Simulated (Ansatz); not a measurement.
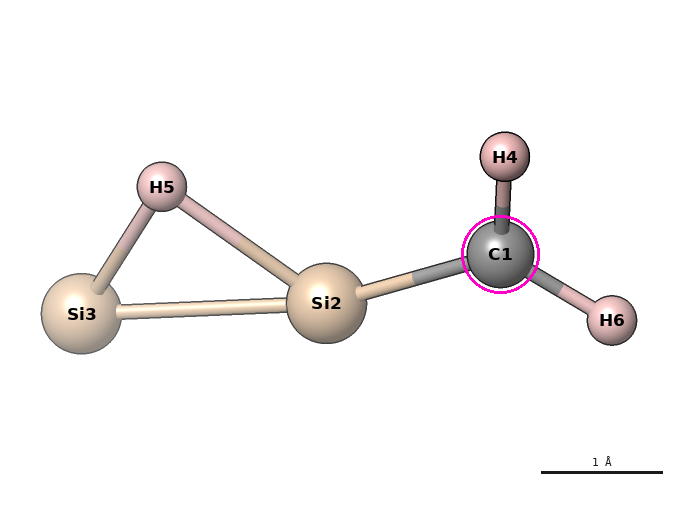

Orthographic view. Atoms fade into the background with distance from the viewer. The species is neutral and a spin doublet. Computed geometry: PBE0-D4/def2-TZVP optimisation. No frequency run is at hand to confirm it as a minimum.

### Which atoms are bonded to the circled atom?

The circled atom is C1; it is bonded to Si2, H4, H6.

### Which atom is nearest the viewer?

H4, 1.1 Å in front of the mean position.

### Which atom is farthest from the viewer?

Si3, 1.2 Å behind the mean position.
